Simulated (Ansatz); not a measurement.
Consider FH3OSi2.

Input

```
crystal:
  periodic: [false, false, false]
  atoms:
    - { symbol: F, position_ang: [0.7202, -2.4881, 1.48869] }
    - { symbol: Si, position_ang: [-0.5657, -1.97727, 0.60342] }
    - { symbol: O, position_ang: [-0.27364, -0.62027, -0.2194] }
    - { symbol: Si, position_ang: [-0.01947, 0.98445, -0.4209] }
    - { symbol: H, position_ang: [-0.75732, 1.26401, -1.64721] }
    - { symbol: H, position_ang: [-0.5365, 1.74363, 0.71683] }
    - { symbol: H, position_ang: [1.43244, 1.09355, -0.52143] }
basis:
  gaussian: { orbitals: def2-SVP }
hamiltonian:
  xc: pbe
  dispersion: d4
relax:
  f_tol: 0.02
  max_steps: 50
output:
  orbitals: {}
```

Run with:

```sh
ansatz run input.yaml --threads 1 --pin off --max-ram 2048MiB --backend cpu --events-out ev --progress --plain --runs-dir out
```

The fields are those of the relaxed geometry.

These are results of RKS PBE-D4/def2-SVP in Ansatz, not measurements.

Q: Predict the electron density and electron localisation function between the atoms.

A: Si–F (1.66 Å): the density is about 0.92 e/Å³ at the midpoint; the ELF peaks at about 0.85 in the valence shell of F, 0.5 Å from its nucleus, and is about 0.45 at the midpoint.
Si–O (1.67 Å): ρ is about 1 e/Å³ halfway; the ELF peaks at about 0.85 between the atoms (a polar covalent bond).
Si–H (1.50 Å): ρ at the midpoint is about 0.76 e/Å³; the ELF climbs to about 1 towards the hydrogen, as it does in any bond to H.

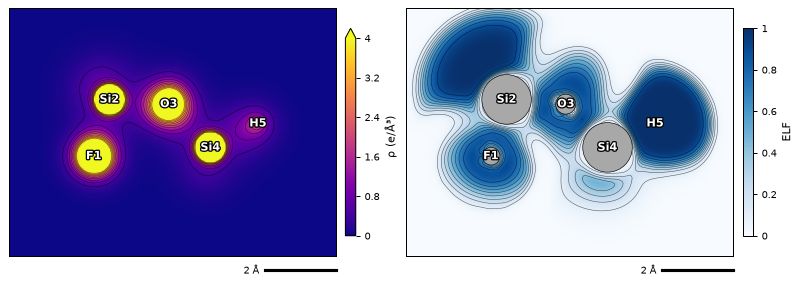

Computed electron density and electron localisation function on the plane of atoms Si2, O3 and Si4, in this order. Grey discs cover the atomic cores in the ELF map. 
